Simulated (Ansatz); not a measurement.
## Profile along the Sb–Ga line in GaSb (zinc blende)

GaSb (zinc blende)

```
CELL_PARAMETERS angstrom
      0.00000     3.10675     3.10675
      3.10675     0.00000     3.10675
      3.10675     3.10675     0.00000
ATOMIC_POSITIONS crystal
  Sb 0.75000 0.75000 0.75000
  Ga 0.00000 0.00000 0.00000
```

Fields along a shortest Sb–Ga line of a {110} plane (2.69 Å), from Sb to Ga, interpolated on the slice's grid (step about 0.3 Å). All values below come from PBE (plane waves to 420 eV, PAW, scalar-relativistic; Ansatz, a program for electronic structure). k mesh 13×13×13. These are valence fields of a PAW run, semicore shells included where kept as valence: close to a nucleus they are smooth pseudo fields. At this level the bands of GaSb touch or barely overlap; measurements give the solid a gap. GaSb was relaxed with its symmetry unable to fall. Spin-orbit coupling is left out, though Sb is heavy.

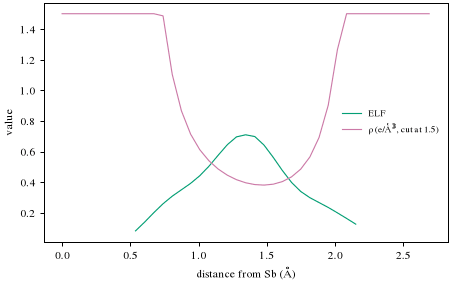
Figure. ELF (away from the nuclei) and valence density from Sb to Ga.

Density on the Sb–Ga line (2.69 Å) at its density minimum, 1.5 Å from Sb: 0.38 e/Å³. ELF at that point: 0.6. ELF maximum in the middle third of the Sb–Ga line: 0.71, 1.3 Å from Sb.
